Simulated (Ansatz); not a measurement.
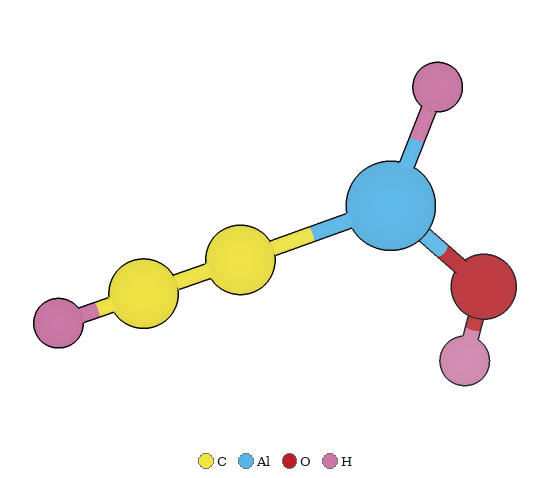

The computed structure is the end point of a PBE-D4/def2-SVP optimisation. No frequency run is at hand to confirm it as a minimum.

Draw it as a skeletal formula.

SMILES: C#[C][AlH][OH]

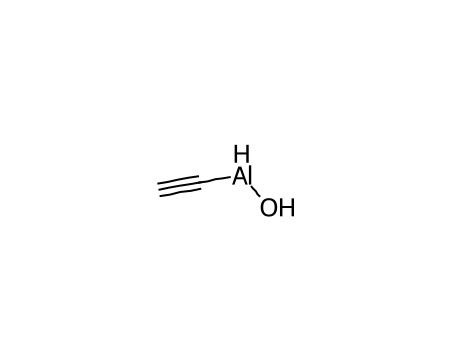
